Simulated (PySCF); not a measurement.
C5H12AlClO2 (SMILES C=C(OCC)[O+](C)[AlH2-][Cl])

Input

```
{"job": {"kind": "nmr", "xc": "PBE0", "basis": "pcSseg-1"}, "charge": 0, "multiplicity": 1}
C      0.086185     0.434087     1.952578
C      0.290061     0.078590     0.692634
O     -0.524511     0.222364    -0.365146
C     -1.805586     0.813215    -0.208456
C     -2.462246     0.845940    -1.576218
O      1.394218    -0.526839     0.172684
C      2.486481    -0.814474     1.016230
Al     1.057472    -0.862184    -1.812746
Cl    -0.385326    -2.296585    -2.118276
H     -0.826235     0.904904     2.259296
H      0.819496     0.263162     2.714648
H     -2.397278     0.213442     0.495110
H     -1.686156     1.828262     0.193353
H     -2.548342    -0.165113    -1.963556
H     -3.449033     1.293295    -1.505504
H     -1.849382     1.423557    -2.262340
H      3.224311    -1.292994     0.373097
H      2.192421    -1.499769     1.815082
H      2.901470     0.103577     1.439918
H      2.491882    -1.496723    -1.804596
H      0.981177     0.547229    -2.446075
```

Launched as:

```sh
OMP_NUM_THREADS=1 python probes_run.py task.json out
```

Geometry: GFN2-xTB.

Computed with PBE0/pcSseg-1, SCF density, gas phase, non-relativistic (PySCF 2.14.0).

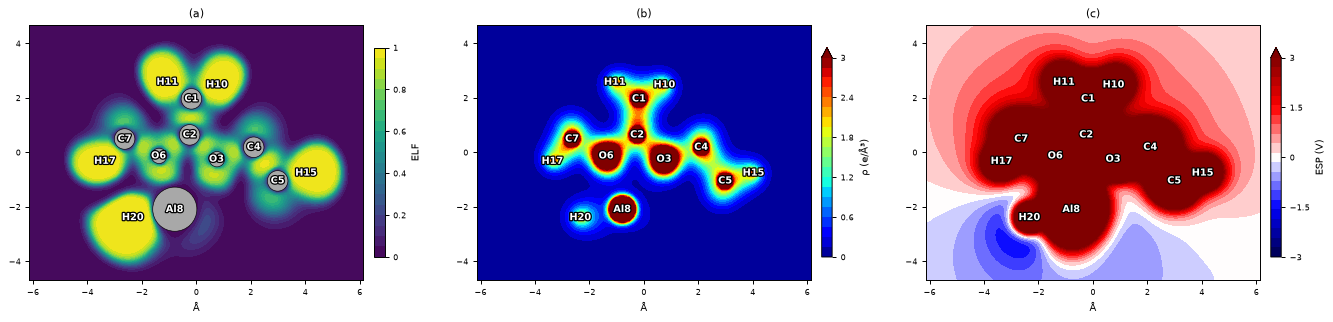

Figure 1. (a) ELF; (b) total electron density; (c) electrostatic potential on the plane of atoms C2, C1 and H10. Grey discs cover the atomic cores in the ELF map.

> What does the map show?

The section cuts through C, O, Al and H sites. C–C (1.32 Å): ρ at the midpoint is about 2.3 e/Å³; the ELF peaks at about 0.95 between the atoms: a multiple bond. C–O (1.34 Å): ρ at the midpoint is about 2.4 e/Å³; the ELF peaks at about 0.90 between the atoms: a shared but strongly polarised pair. Al–O (2.04 Å): ρ at the midpoint is about 0.36 e/Å³; the ELF peaks at about 0.90 in the valence shell of O, 0.5 Å from its nucleus, and is about 0.40 at the midpoint. C–H (1.07 Å): ρ at the midpoint is about 2 e/Å³; the ELF climbs to about 1 towards the hydrogen, as it does in any bond to H: an ordinary covalent bond to hydrogen. C–O (1.41 Å): ρ at the midpoint is about 2 e/Å³, with its minimum of 1.6 e/Å³ about 0.5 Å from C; the ELF peaks at about 0.90 between the atoms, as expected for a shared but strongly polarised pair. Outside the dense part of the molecule the potential is most negative (−1.5 V) near H20.

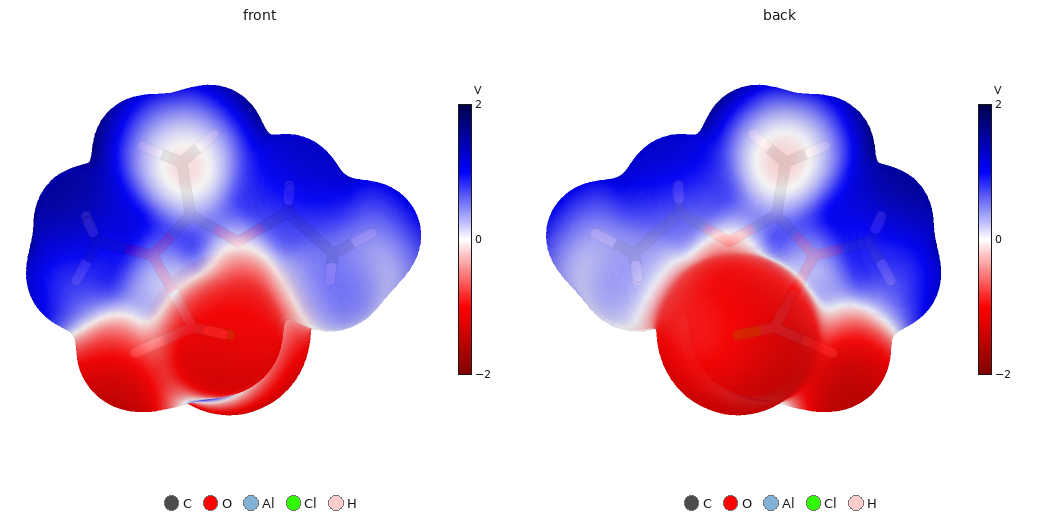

Figure 2. The molecular electrostatic potential painted on the density surface at 0.002 e/bohr³, seen from the front and from behind; red is negative and blue positive.

> Where is the surface potential most negative and most positive?

The most negative region (about −1.4 V) lies over Cl9 and H20, the most positive (about +1.6 V) over C7 and H11.
